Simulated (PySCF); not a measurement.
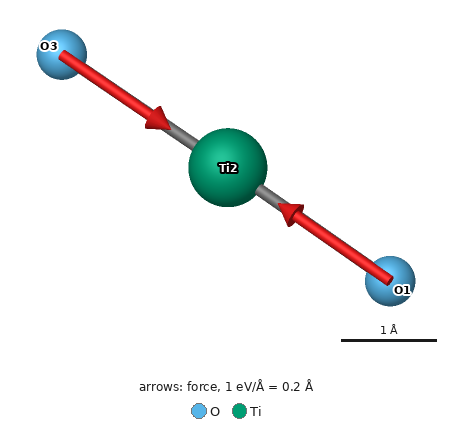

Starting geometry of TiO2 with the computed forces as red arrows. A ball-and-stick model, seen from a free direction.

The start comes from UFF. Its atoms were then displaced at random by about 0.03 Å.

The calculation used PBE0-D3(BJ)/def2-SVP geometry optimisation, gas phase in PySCF. 

### What follows when this structure is relaxed?

It isn't relaxed: the largest force vector, on O1, is 7.53 eV/Å. The atoms end up moving mostly along the starting forces (cosine between the two patterns 0.86). Over 13 geometry steps the energy falls by 188.9 kcal/mol. O3 moves most after the best rigid fit: 0.92 Å. By element the largest moves are O 0.92 Å, Ti 0.59 Å. Near-neighbour distances that change, for instance: Ti2–O3 2.220 → 1.616 Å, O1–Ti2 2.171 → 1.616 Å. Among the angles between lasting bonds that change: O1–Ti2–O3 178.3° → 110.5°.
